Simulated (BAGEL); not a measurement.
# GeHF3 (SMILES [F][GeH]([F])[F]) at HF/6-31G(d) (density fitting with qzvpp-jkfit, spherical functions)

What is the energy change on altering one bond length of GeHF3 at HF/6-31G* (density fitting with qzvpp-jkfit, spherical functions)? 

The calculation is run with BAGEL 1.2.2.

3 further runs of the same task are left out: 1 that didn't finish, 2 set aside as unsound or not needed.

## Step 1: Starting point

The species is GeHF3 (5 atoms), meant as a singlet with charge 0. SMILES: `[F][GeH]([F])[F]`. The coordinates come from a PBE0-D4/def2-TZVP relaxation.

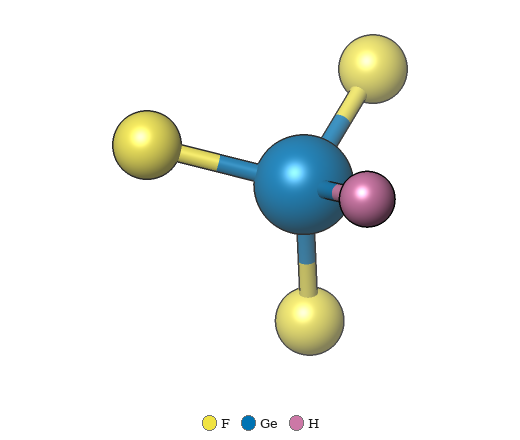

The structure, seen from a chosen angle (fluorine yellow, germanium blue, hydrogen pink).

## Step 2: The energy at HF/6-31G(d) (density fitting with qzvpp-jkfit, spherical functions)

input.json reads:

```json
{ "bagel" : [

{
  "title" : "molecule",
  "basis" : "6-31gs.json",
  "df_basis" : "qzvpp-jkfit",
  "angstrom" : true,
  "geometry" : [
    { "atom" : "F", "xyz" : [      -0.249800,      -0.734100,       1.483000 ] },
    { "atom" : "Ge", "xyz" : [       0.095600,      -0.008700,      -0.023300 ] },
    { "atom" : "F", "xyz" : [      -0.673100,       1.515700,      -0.011300 ] },
    { "atom" : "F", "xyz" : [      -0.708100,      -0.944000,      -1.204000 ] },
    { "atom" : "H", "xyz" : [       1.585200,       0.097300,      -0.285700 ] }
  ]
},

{
  "title" : "hf"
},

{
  "title" : "print",
  "file" : "orbitals.molden",
  "orbitals" : true
}

]}
```

The basis set 6-31G* is read from a file made from the Basis Set Exchange's data (not shown).

On the command line:

```bash
$ BAGEL_NUM_THREADS=1 BAGEL input.json > input.out
```

Standard output:

```text
* using 1 threads per process

  ===============================================================
  ===============================================================

  *** Geometry ***

  { "atom" : "F", "xyz" : [     -0.472054,     -1.387248,      2.802464 ] },
  { "atom" : "Ge", "xyz" : [      0.180658,     -0.016441,     -0.044031 ] },
  { "atom" : "F", "xyz" : [     -1.271975,      2.864258,     -0.021354 ] },
  { "atom" : "F", "xyz" : [     -1.338115,     -1.783901,     -2.275230 ] },
  { "atom" : "H", "xyz" : [      2.995594,      0.183870,     -0.539895 ] },

  Number of auxiliary basis functions:      515

  Since a DF basis is specified, we compute 2- and 3-index integrals:
    o Being stored without compression. Storage requirement is 0.024 GB

  Number of basis functions:       76
  Number of electrons      :       60

    * METHOD: MOLECULE                             0.37

  *** RHF ***

  === Nuclear Repulsion ===
   331.3393716094

      * DIIS with orbital gradients will be used.

  === RHF iteration (6-31gs.json) ===
      0      -2373.76542886          0.02641588           0.07
      1      -2373.94763241          0.01810736           0.06
      2      -2374.07829939          0.00111186           0.06
      3      -2374.07909351          0.00050521           0.08
      4      -2374.07918968          0.00008498           0.09
      5      -2374.07919874          0.00002058           0.09
      6      -2374.07919928          0.00000314           0.09
      7      -2374.07919929          0.00000039           0.09
      8      -2374.07919929          0.00000011           0.07
      9      -2374.07919929          0.00000004           0.10
     10      -2374.07919929          0.00000001           0.10
     11      -2374.07919929          0.00000000           0.11
    * SCF iteration converged.

    * Permanent dipole moment:
           (   -1.056924,    -0.074998,     0.185901) a.u.

    * METHOD: HF                                   1.25

    * METHOD: PRINT                                0.01

  ===============================================================
```

Run time: 1.9 s. Hardware: 1 thread of Intel Xeon 6975P-C (Granite Rapids), shared host; peak memory 0.13 GiB.

## Step 3: The distorted shape, same level

input.json: that of step 2 with these lines changed.

```diff
@@ -6,5 +6,5 @@
   "df_basis" : "qzvpp-jkfit",
-  "angstrom" : true,
+  "angstrom" : "true",
   "geometry" : [
-    { "atom" : "F", "xyz" : [      -0.249800,      -0.734100,       1.483000 ] },
+    { "atom" : "F", "xyz" : [      -0.422508,      -1.096816,       2.236183 ] },
     { "atom" : "Ge", "xyz" : [       0.095600,      -0.008700,      -0.023300 ] },
@@ -23,3 +23,3 @@
   "file" : "orbitals.molden",
-  "orbitals" : true
+  "orbitals" : "true"
 }
```

The basis set 6-31G* is read from a file made from the Basis Set Exchange's data (not shown).

On the command line:

```bash
$ BAGEL_NUM_THREADS=1 BAGEL input.json > input.out
```

Standard output:

```text
* using 1 threads per process

  ===============================================================
  ===============================================================

  *** Geometry ***

  { "atom" : "F", "xyz" : [     -0.798424,     -2.072682,      4.225773 ] },
  { "atom" : "Ge", "xyz" : [      0.180658,     -0.016441,     -0.044031 ] },
  { "atom" : "F", "xyz" : [     -1.271975,      2.864258,     -0.021354 ] },
  { "atom" : "F", "xyz" : [     -1.338115,     -1.783901,     -2.275230 ] },
  { "atom" : "H", "xyz" : [      2.995594,      0.183870,     -0.539895 ] },

  Number of auxiliary basis functions:      515

  Since a DF basis is specified, we compute 2- and 3-index integrals:
    o Being stored without compression. Storage requirement is 0.024 GB

  Number of basis functions:       76
  Number of electrons      :       60

    * METHOD: MOLECULE                             0.40

  *** RHF ***

  === Nuclear Repulsion ===
   294.6422544560

      * DIIS with orbital gradients will be used.

  === RHF iteration (6-31gs.json) ===
      0      -2373.49121157          0.02842473           0.12
      1      -2373.60644100          0.02598253           0.11
      2      -2373.91702455          0.00306782           0.11
      3      -2373.92213038          0.00119338           0.11
      4      -2373.92323227          0.00028370           0.11
      5      -2373.92335378          0.00011988           0.11
      6      -2373.92336823          0.00005176           0.11
      7      -2373.92337250          0.00001080           0.10
      8      -2373.92337271          0.00000537           0.10
      9      -2373.92337276          0.00000275           0.06
     10      -2373.92337277          0.00000125           0.06
     11      -2373.92337277          0.00000072           0.07
     12      -2373.92337278          0.00000038           0.07
     13      -2373.92337278          0.00000013           0.08
     14      -2373.92337278          0.00000006           0.08
     15      -2373.92337278          0.00000003           0.09
     16      -2373.92337278          0.00000001           0.08
     17      -2373.92337278          0.00000000           0.08
    * SCF iteration converged.

    * Permanent dipole moment:
           (   -1.378098,    -0.703495,     1.491597) a.u.

    * METHOD: HF                                   1.93

    * METHOD: PRINT                                0.01

  ===============================================================
```

It took 2.6 s on 1 thread of Intel Xeon 6975P-C (Granite Rapids), shared host; peak memory 0.13 GiB.

## Step 4: What came out

Level: HF/6-31G* (density fitting with qzvpp-jkfit, spherical functions).

| quantity | value |
| --- | --- |
| first shape: total energy | -2374.07920 Eh |
| first shape: dipole moment | 2.73 D |
| first shape: HOMO energy | -15.44 eV |
| first shape: LUMO energy | 3.79 eV |
| first shape: HOMO–LUMO gap | 19.23 eV |
| distorted shape: total energy | -2373.92337 Eh |
| distorted shape: dipole moment | 5.46 D |
| distorted shape: HOMO energy | -12.69 eV |
| distorted shape: LUMO energy | -0.37 eV |
| distorted shape: HOMO–LUMO gap | 12.32 eV |
| energy change with the F1–Ge2 bond stretched from 1.707 to 2.561 Å | 4.240 eV |

What this shows: With the F1–Ge2 bond stretched from 1.707 to 2.561 Å the energy rises by 4.24 eV (98 kcal/mol). The first shape isn't relaxed at this level, so the change isn't measured from a minimum.
